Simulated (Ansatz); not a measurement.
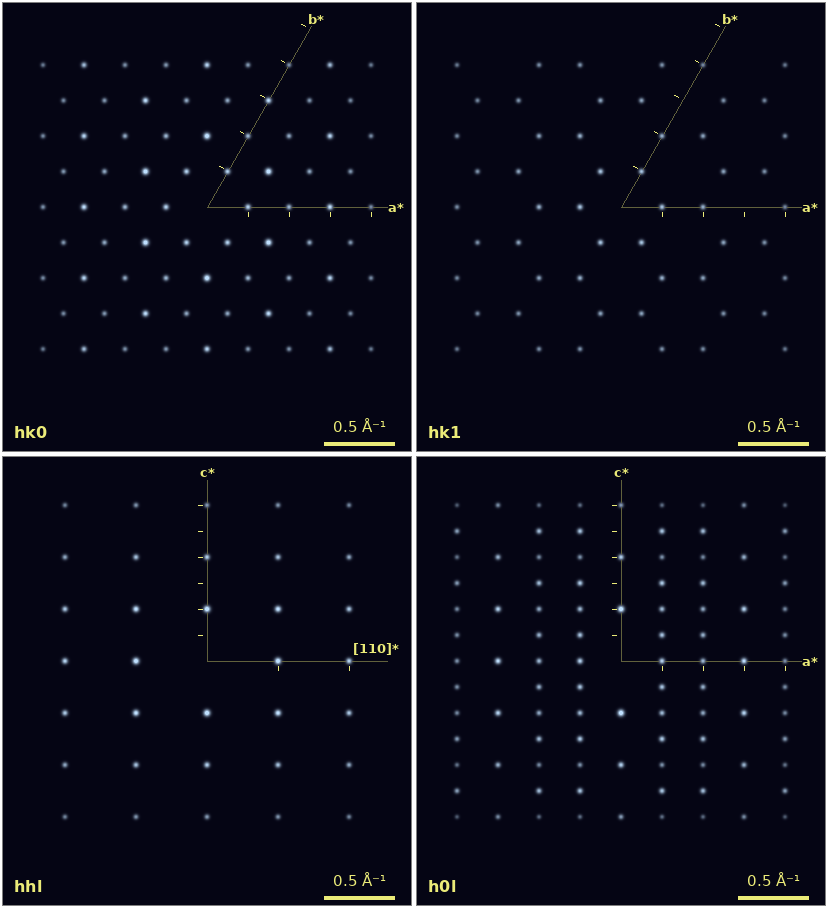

Four undistorted layers of reciprocal space, calculated for a single crystal (X-rays, kinematic |F|², B = 0.5 Å²). Tick marks count the reciprocal lattice steps of the conventional cell along each axis.

The compound is MoS. Structure: the geometry relaxed with Ansatz 0.2.0, DFT PBEsol, scalar-relativistic, plane waves, PAW; the starting structure was generated, so it need not be a known form of this composition.

What cell do the layers give?

a* = 0.295, b* = 0.295, c* = 0.187 Å⁻¹, γ* = 60°; the cell is hexagonal with a = 3.92 Å, c = 5.36 Å (hexagonal axes).

Which reflection conditions do the layers show?

Reflections are present only under these conditions. hkl: no condition; hk0: no condition; h0l: no condition; hhl: l = 2n; 00l: l = 2n. The lattice is primitive (P). Further gaps, such as 3 0 1, 0 3 1, 3 0 3, come from atoms on special positions, not from the group's general conditions.

Which space groups fit?

The intensities have Laue symmetry 6/mmm (the hk0 layer shows 6mm, hk1 shows 6mm). With these conditions the candidates are P6_3mc (No. 186), P-62c (No. 190), P6_3/mmc (No. 194). Diffraction geometry alone does not choose among them; the structure has P6_3mc.
